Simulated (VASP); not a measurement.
Band structure of PbO₂ (rutile). Calculation: r2SCAN+rVV10, VASP's PBE PAW potentials (set 64) (plane waves; VASP).

The path is coarsely sampled, so an indirect gap can come out somewhat too large. Unless said otherwise, spin-orbit coupling is left out, though it shifts the bands of the heavy elements here.

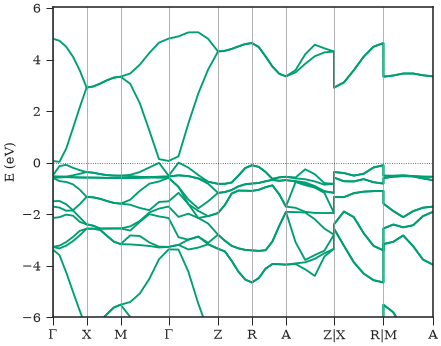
Bands along high-symmetry lines, zero at the valence-band maximum or, without a gap, the Fermi level

Question: Read the plot: is there a gap, and where are the band edges?

Answer: The gap is indirect, 0.03 eV, from the valence maximum at Γ-Z at 0.20 to the conduction minimum at Γ-X at 0.20.

The compound is PbO2 in the rutile structure. It was relaxed first.
